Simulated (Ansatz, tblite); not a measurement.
**Si35H46 off disc (BH46NSi33): spin-state energies by level**

Aim: set other spin states of Si35H46 off disc (BH46NSi33) against its singlet, on many levels of theory.

Computed with Ansatz 0.2.0, Gaussian basis. Level: as each input shows.

The runs, in order: triplet, at the geometry of the singlet (GFN1-xTB, GFN2-xTB, PBE0-D4/def2-TZVP, PBE-D4/def2-TZVP); the singlet's energies come from earlier runs.

1 further run of the same task is left out (set aside as unsound or not needed). Runs told in other sessions of the task aren't counted.

### Step 1. The structure

The singlet was relaxed beforehand with PBE-D4/def2-SVP.

81 atoms, charge 0, spin multiplicity 1.

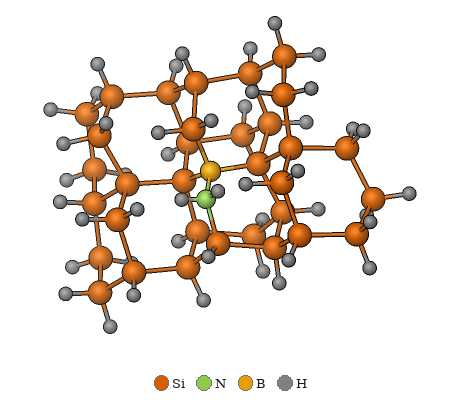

The geometry (silicon orange, nitrogen green, boron amber, hydrogen grey).

### Step 2. Triplet at the fixed geometry, GFN1-xTB

Tight binding, by tblite at 300 K electronic temperature and without a spin-polarisation term:

```python
tblite.interface.Calculator('GFN1-xTB', numbers, positions, charge=0, uhf=2).singlepoint()
```

Energy -2452.1955 eV; 2.1 s.

### Step 3. Triplet at the fixed geometry, GFN2-xTB

Tight binding, by tblite at 300 K electronic temperature and without a spin-polarisation term:

```python
tblite.interface.Calculator('GFN2-xTB', numbers, positions, charge=0, uhf=2).singlepoint()
```

Energy -2287.1005 eV; 3.8 s.

### Step 4. Triplet at the fixed geometry, PBE0-D4/def2-TZVP

Input file in.yaml:

```yaml
crystal:
  periodic: [false, false, false]
  atoms:
    - {symbol: Si, position_ang: [-3.869086, -3.747523, -0.325689]}
    - {symbol: Si, position_ang: [-6.651651, -0.974979, -0.589034]}
    - {symbol: Si, position_ang: [-4.159812, -1.231299, 2.238132]}
    - {symbol: Si, position_ang: [-3.912844, 1.754525, -0.172317]}
    - {symbol: Si, position_ang: [-1.207589, -6.554730, -0.150399]}
    - {symbol: Si, position_ang: [-1.215074, -3.579750, 2.294036]}
    - {symbol: Si, position_ang: [1.283149, -3.586160, -0.500417]}
    - {symbol: Si, position_ang: [-1.465425, 2.002691, -3.071043]}
    - {symbol: Si, position_ang: [1.541832, -1.084658, -3.245827]}
    - {symbol: Si, position_ang: [-1.112711, -0.805618, -0.407437]}
    - {symbol: Si, position_ang: [-0.824678, 1.277956, 2.122449]}
    - {symbol: N, position_ang: [1.228658, -0.771654, 1.568083]}
    - {symbol: Si, position_ang: [1.269828, 1.572897, -0.392414]}
    - {symbol: Si, position_ang: [-1.297000, 4.388663, -0.130093]}
    - {symbol: Si, position_ang: [1.734745, 4.622248, 2.227035]}
    - {symbol: Si, position_ang: [4.046528, -0.820216, -0.502489]}
    - {symbol: Si, position_ang: [4.049533, 1.665998, 2.308149]}
    - {symbol: Si, position_ang: [7.043405, 1.660444, -0.043893]}
    - {symbol: Si, position_ang: [4.173265, 4.248981, -0.481956]}
    - {symbol: Si, position_ang: [-5.463134, -2.689267, -1.702109]}
    - {symbol: Si, position_ang: [-2.791034, -5.469106, -1.517187]}
    - {symbol: Si, position_ang: [-2.512345, -2.230027, 0.870683]}
    - {symbol: Si, position_ang: [-2.606538, 0.499232, -1.671456]}
    - {symbol: Si, position_ang: [-5.382582, 0.298957, 0.939200]}
    - {symbol: Si, position_ang: [-2.380348, 2.826910, 1.260454]}
    - {symbol: Si, position_ang: [-0.024077, -2.243272, -1.916655]}
    - {symbol: Si, position_ang: [0.137253, -4.996323, 0.991548]}
    - {symbol: Si, position_ang: [2.452515, -1.991181, 0.777429]}
    - {symbol: Si, position_ang: [0.007685, 3.125604, -1.629892]}
    - {symbol: Si, position_ang: [2.695328, 0.485295, -1.915223]}
    - {symbol: B, position_ang: [0.235845, 0.219754, 0.739524]}
    - {symbol: Si, position_ang: [2.722659, 2.962755, 0.865268]}
    - {symbol: Si, position_ang: [0.138433, 5.855163, 1.015635]}
    - {symbol: Si, position_ang: [5.976453, 3.145231, -1.528192]}
    - {symbol: Si, position_ang: [5.454430, 0.289723, 1.020725]}
    - {symbol: H, position_ang: [-4.656241, -4.466475, 0.750105]}
    - {symbol: H, position_ang: [-7.742044, -1.661975, 0.198500]}
    - {symbol: H, position_ang: [-7.316991, -0.080225, -1.606896]}
    - {symbol: H, position_ang: [-5.080682, -2.347845, 2.674578]}
    - {symbol: H, position_ang: [-3.594049, -0.592097, 3.477801]}
    - {symbol: H, position_ang: [-4.713972, 2.791157, -0.927244]}
    - {symbol: H, position_ang: [-1.947551, -7.380742, 0.873691]}
    - {symbol: H, position_ang: [-0.330324, -7.482455, -0.955901]}
    - {symbol: H, position_ang: [-2.064273, -4.362854, 3.263850]}
    - {symbol: H, position_ang: [-0.305537, -2.702832, 3.141736]}
    - {symbol: H, position_ang: [2.381182, -4.341473, -1.214709]}
    - {symbol: H, position_ang: [-2.444111, 2.972147, -3.687975]}
    - {symbol: H, position_ang: [-0.739048, 1.289479, -4.182786]}
    - {symbol: H, position_ang: [2.530887, -2.070086, -3.823857]}
    - {symbol: H, position_ang: [0.853047, -0.394925, -4.394997]}
    - {symbol: H, position_ang: [-1.581285, 0.352823, 3.054324]}
    - {symbol: H, position_ang: [0.099362, 2.047076, 3.045894]}
    - {symbol: H, position_ang: [0.638667, -1.341222, 2.206987]}
    - {symbol: H, position_ang: [1.794700, -0.180289, 2.208558]}
    - {symbol: H, position_ang: [-2.335060, 5.178828, -0.895024]}
    - {symbol: H, position_ang: [1.108933, 4.032319, 3.462766]}
    - {symbol: H, position_ang: [2.852050, 5.537245, 2.671535]}
    - {symbol: H, position_ang: [4.798542, -1.920230, -1.217334]}
    - {symbol: H, position_ang: [3.139429, 0.787026, 3.151626]}
    - {symbol: H, position_ang: [4.842052, 2.502274, 3.281882]}
    - {symbol: H, position_ang: [8.055455, 0.811231, -0.773034]}
    - {symbol: H, position_ang: [7.769672, 2.450851, 1.017334]}
    - {symbol: H, position_ang: [3.366032, 4.991345, -1.518779]}
    - {symbol: H, position_ang: [4.800137, 5.283124, 0.424891]}
    - {symbol: H, position_ang: [-6.460209, -3.742665, -2.125641]}
    - {symbol: H, position_ang: [-4.797293, -2.173635, -2.949589]}
    - {symbol: H, position_ang: [-3.838226, -6.477146, -1.926484]}
    - {symbol: H, position_ang: [-2.131938, -4.955620, -2.768210]}
    - {symbol: H, position_ang: [-3.480081, -0.428743, -2.480113]}
    - {symbol: H, position_ang: [-6.339028, 1.085682, 1.806652]}
    - {symbol: H, position_ang: [-3.108245, 3.530774, 2.382213]}
    - {symbol: H, position_ang: [-0.938322, -3.075742, -2.779224]}
    - {symbol: H, position_ang: [1.164586, -5.707722, 1.843391]}
    - {symbol: H, position_ang: [3.061944, -2.596945, 2.020148]}
    - {symbol: H, position_ang: [0.963354, 4.020381, -2.384667]}
    - {symbol: H, position_ang: [3.521060, 1.401803, -2.781668]}
    - {symbol: H, position_ang: [-0.628356, 6.776509, 1.932876]}
    - {symbol: H, position_ang: [0.869589, 6.703022, 0.002674]}
    - {symbol: H, position_ang: [5.535548, 2.384420, -2.749065]}
    - {symbol: H, position_ang: [6.977811, 4.185713, -1.969031]}
    - {symbol: H, position_ang: [6.133184, -0.758541, 1.873633]}
basis:
  gaussian: {orbitals: def2-TZVP, fitting: {mean_field: def2-universal-jkfit}}
magnetization: {spin_polarized: true, initial_magnetization: 2}
hamiltonian: {xc: pbe0, dispersion: d4}
scf: {omitted_lower_state_checks: [starts]}
output: {orbitals: {seedname: orbitals}}
```

Started as:

```console
> ansatz run in.yaml --threads 11 --pin off --events-out ev --progress --plain --max-ram 174080MiB --backend cuda --devices 0, --max-vram 75GiB
```

The program printed:

```text
Functional definition: PBE0
  name "PBE0"
  cite "Adamo & Barone, J. Chem. Phys. 110, 6158 (1999) doi:10.1063/1.478522"
  cite "Perdew, Burke & Ernzerhof, Phys. Rev. Lett. 77, 3865 (1996) doi:10.1103/PhysRevLett.77.3865"
  parent pbe
  parameter a = 0.25
  parameter kappa = 0.804
  parameter beta = 0.06672455060314922
  exchange = (1 - a)*pbe_x(kappa = kappa, mu = beta*pi^2/3) + a*exact_x
  correlation = pbe_c(beta = beta)
these checks for a lower state are left out or cut short: starts
5204 factors; integrals over basis functions are off by at most 5.9e-1 eV
mean field evaluation 1: about -262770.8032 eV, gradient 4.5e1 eV
mean field evaluation 2: about -262727.5805 eV, gradient 9.5e1 eV
mean field evaluation 4: about -262775.2803 eV, gradient 2.6e1 eV
mean field evaluation 8: about -262781.5549 eV, gradient 1.0e0 eV
mean field evaluation 16: about -262781.5548 eV, gradient 3.3e-2 eV
mean field evaluation 32: about -262781.5550 eV, gradient 7.2e-4 eV
mean field -262781.55498197 eV, -9657.0440258522 hartree, gradient 8.1e-6 eV, S^2 2.008848; 0 other end points of the search recorded, 0 dependent functions left out
reference -262781.55509276 eV, -9657.0440299234 hartree; 261, 259 occupied and 1298, 1300 virtual orbitals, 5204 factors
Total energy: -262787.48876078 eV, -9657.2620882014 hartree
Checks for a lower state left out: starts
```

It took 68 s on 1 × H100 with 11 threads of AMD EPYC 7R13, shared host; peak host memory 3.1 GiB.

From the report: HOMO -2.88 eV, LUMO -5.72 eV (over both spins; with the spin held, an empty level of the minority spin lies below the top filled one); ⟨S²⟩ 2.009 (pure: 2.00).

### Step 5. Triplet at the fixed geometry, PBE-D4/def2-TZVP

start.molden holds the orbitals of an earlier run on this state, given as this run's starting guess.

Changes to in.yaml since step 4:

```diff
@@ -85,5 +85,5 @@
 basis:
-  gaussian: {orbitals: def2-TZVP, fitting: {mean_field: def2-universal-jkfit}}
+  gaussian: {orbitals: def2-TZVP, fitting: {mean_field: def2-universal-jkfit}, initial_orbitals: start.molden}
 magnetization: {spin_polarized: true, initial_magnetization: 2}
-hamiltonian: {xc: pbe0, dispersion: d4}
+hamiltonian: {xc: pbe, dispersion: d4}
 scf: {omitted_lower_state_checks: [starts]}
```

Launched as before.

The program printed:

```text
Functional definition: PBE
  name "PBE"
  cite "Perdew, Burke & Ernzerhof, Phys. Rev. Lett. 77, 3865 (1996) doi:10.1103/PhysRevLett.77.3865"
  parent pbe
  parameter kappa = 0.804
  parameter beta = 0.06672455060314922
  exchange = pbe_x(kappa = kappa, mu = beta*pi^2/3)
  correlation = pbe_c(beta = beta)
these checks for a lower state are left out or cut short: starts
5204 factors; integrals over basis functions are off by at most 5.9e-1 eV
mean field evaluation 1: about -262754.5231 eV, gradient 2.5e1 eV
mean field evaluation 2: about -262755.5477 eV, gradient 1.3e0 eV
mean field evaluation 4: about -262755.5817 eV, gradient 3.0e-1 eV
mean field evaluation 8: about -262755.5868 eV, gradient 3.5e-3 eV
mean field evaluation 16: about -262755.5868 eV, gradient 2.4e-5 eV
mean field -262755.58679200 eV, -9656.0897124725 hartree, gradient 2.3e-6 eV, S^2 2.003116; 0 other end points of the search recorded, 0 dependent functions left out
reference -262755.58693800 eV, -9656.0897178380 hartree; 261, 259 occupied and 1298, 1300 virtual orbitals, 5204 factors
Total energy: -262762.06046730 eV, -9656.3276156516 hartree
Checks for a lower state left out: starts
```

Run time: 29 s. Hardware: 1 × H100 with 11 threads of AMD EPYC 7R13, shared host; peak host memory 2.9 GiB.

Report: HOMO -2.58 eV, LUMO -6.00 eV (over both spins; with the spin held, an empty level of the minority spin lies below the top filled one); ⟨S²⟩ 2.003 (pure: 2.00).

### Step 6. Triplet less singlet, vertical

The singlet's energies are those of its earlier runs, whose logs aren't repeated here.

```csv
level,"triplet less singlet, vertical (eV)",time
GFN1-xTB,+2.413,3.5 s
GFN2-xTB,+2.592,6 s
PBE-D4/def2-TZVP,+3.361,42 s
PBE0-D4/def2-TZVP,+3.893,83 s
```

Times add the two runs; a level without a time comes out of a correlated run. Tight binding without a spin term can't rank spin states.

### Step 7. Results

```
                                                quantity                                   value
triplet less singlet, vertical, functionals in def2-TZVP  +3.361 (PBE-D4) to +3.893 eV (PBE0-D4)
```

In words: All functionals put the triplet above the singlet, over a spread of 0.532 eV. The checks for a lower triplet were left out, so another state of that spin may lie lower. These are electronic energies, without zero-point motion, entropy or surroundings.
